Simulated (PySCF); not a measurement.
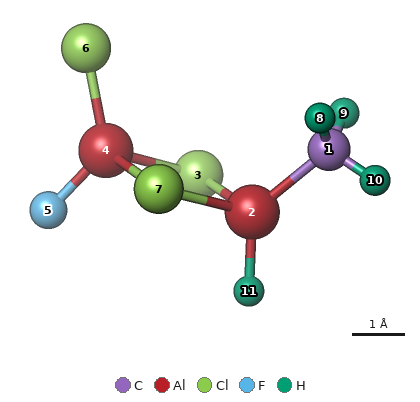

Figure 1. The structure as given in the input (ball-and-stick view, seen at a tilt; atoms are numbered from 1 in the order of the input). Sticks mark near contacts. Bond lengths as drawn: Al–C 1.98 Å, Al–Cl 2.02 to 2.21 Å, Al–F 1.65 Å, Al–H 1.54 Å and C–H 1.09 to 1.10 Å.

# CH₄Al₂Cl₃F: NMR shielding calculation

System: CH₄Al₂Cl₃F.
Method: GIAO PBE0/pcSseg-1 NMR shielding, non-relativistic, gas phase (PySCF 2.14.0).

The geometry comes from this level: GFN2-xTB. It belongs to a series of runs on one base structure; here: H on Al replaced by CH3. Figures and captions count atoms from 1; the log counts them from 0 in places.

### The input
```
{"job": {"kind": "nmr", "xc": "PBE0", "basis": "pcSseg-1"}, "charge": 0, "multiplicity": 1}
C     -1.511165    -1.317298     0.267460
Al    -0.363296    -0.617438    -1.184757
Cl     1.747549    -0.517319    -0.541757
Al     1.678650     1.682553    -0.575120
F      2.554051     2.134091    -1.899362
Cl     1.873139     2.499048     1.262522
Cl    -0.418653     1.591966    -1.243662
H     -2.164014    -0.573758     0.739617
H     -0.963813    -1.801009     1.084940
H     -2.174712    -2.083945    -0.143154
H     -0.252311    -0.994220    -2.672929
```

The first line tells a small driver script what to run in PySCF; the rest is the geometry in Å.

Command:
```bash
OMP_NUM_THREADS=1 python <driver script> task.json out
```

### The program's output
```
coarse grid: 12776 points
cycle   1  E = -2005.0664733750  dE =  6.219e-01  |g| = 7.364e-01  |ddm| = 3.157e+00
cycle   2  E = -2004.9572101242  dE =  1.093e-01  |g| = 1.127e+00  |ddm| = 1.415e+00
cycle   3  E = -2005.1737117123  dE = -2.165e-01  |g| = 1.083e-01  |ddm| = 8.382e-01
cycle   4  E = -2005.1758717777  dE = -2.160e-03  |g| = 3.322e-02  |ddm| = 1.128e-01
cycle   5  E = -2005.1760837778  dE = -2.120e-04  |g| = 7.733e-03  |ddm| = 2.910e-02
cycle   6  E = -2005.1760976723  dE = -1.389e-05  |g| = 1.819e-03  |ddm| = 8.568e-03
cycle   7  E = -2005.1760983189  dE = -6.466e-07  |g| = 4.113e-04  |ddm| = 1.713e-03
final grid: 103320 points
cycle   8  E = -2005.2185911451  dE = -3.725e-05  |g| = 6.018e-03  |ddm| = 1.495e-02
cycle   9  E = -2005.2185892984  dE =  1.847e-06  |g| = 5.734e-03  |ddm| = 8.380e-03
cycle  10  E = -2005.2185970500  dE = -7.752e-06  |g| = 8.940e-04  |ddm| = 4.973e-03
cycle  11  E = -2005.2185972272  dE = -1.772e-07  |g| = 1.173e-04  |ddm| = 7.562e-04
cycle  12  E = -2005.2185972296  dE = -2.421e-09  |g| = 4.257e-05  |ddm| = 1.287e-04
cycle  13  E = -2005.2185972298  dE = -2.283e-10  |g| = 1.432e-05  |ddm| = 3.349e-05
```

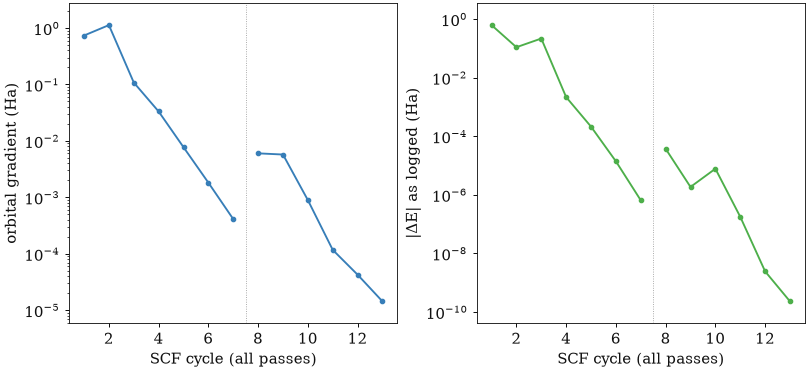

Figure 2. Convergence of the self-consistent field: orbital gradient and size of the energy change against the SCF cycle. The dotted line marks the change from a coarse to the final integration grid. The first 7 cycles use a coarse grid, the final grid takes over at cycle 8, and the field converges after 13 cycles in all.

```
converged SCF energy = -2005.2185972298

GIAO shielding tensors (ppm)
atom      isotropic    diamagn.    paramagn.     s11        s22        s33       span
  0 C      194.491     251.373     -56.882    188.611    193.241    201.620     13.009
  1 Al     406.145     796.353    -390.207    335.235    348.810    534.391    199.155
  2 Cl     879.817    1152.510    -272.693    787.416    885.244    966.792    179.376
  3 Al     479.060     794.773    -315.714    414.351    450.260    572.567    158.217
  4 F      327.372     464.438    -137.066    281.828    300.011    400.277    118.449
  5 Cl     959.379    1149.417    -190.038    898.012    913.150   1066.976    168.964
  6 Cl     879.705    1152.166    -272.461    787.335    885.183    966.597    179.262
  7 H       31.581      30.729       0.852     26.487     29.973     38.283     11.796
  8 H       31.604      30.848       0.756     26.501     29.941     38.370     11.869
  9 H       31.775      28.560       3.214     27.078     27.884     40.362     13.283
 10 H       27.138      28.626      -1.488     23.447     24.350     33.616     10.169
```

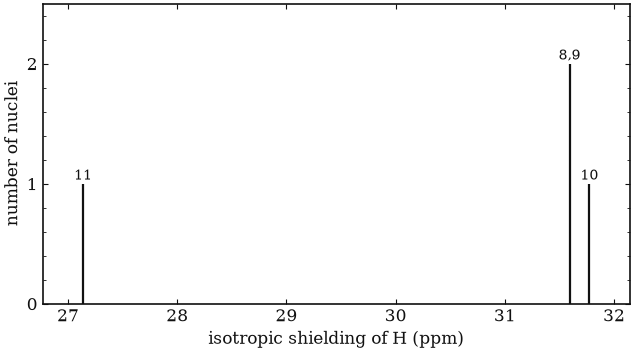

Figure 3. Isotropic shieldings of the hydrogen nuclei in this fixed geometry, labelled by atom number; shielding grows to the right, so chemical shift grows to the left. The least shielded is H11 (27.1 ppm), the most shielded H10 (31.8 ppm).

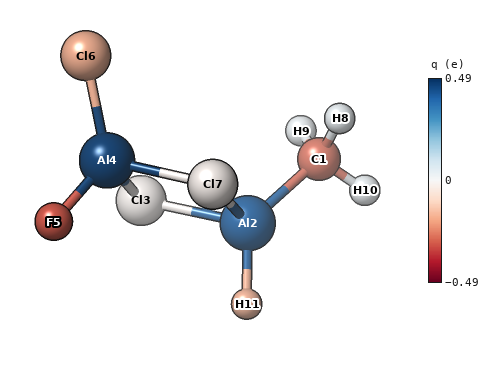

Figure 4. Hirshfeld charges, as the colour of each atom (ball-and-stick view, seen at a tilt; atoms are numbered from 1 in the order of the input). By element: C −0.28, Al +0.41 to +0.46, Cl −0.18 to −0.02, F −0.31 and H −0.17 to +0.04 e.

### Key numbers

- outcome: converged
- total energy: −2005.218597 hartree
- HOMO: −8.56 eV
- LUMO: −0.33 eV
- dipole moment: 2.51 D
- isotropic shielding, C: 194.5 ppm
- isotropic shielding, Al: 406.1 to 479.1 ppm
- isotropic shielding, Cl: 879.7 to 959.4 ppm
- isotropic shielding, F: 327.4 ppm
- isotropic shielding, H: 27.1 to 31.8 ppm
- hardware: 1 CPU thread, shared host
- wall time: 46 s
- peak memory: 0.77 GiB
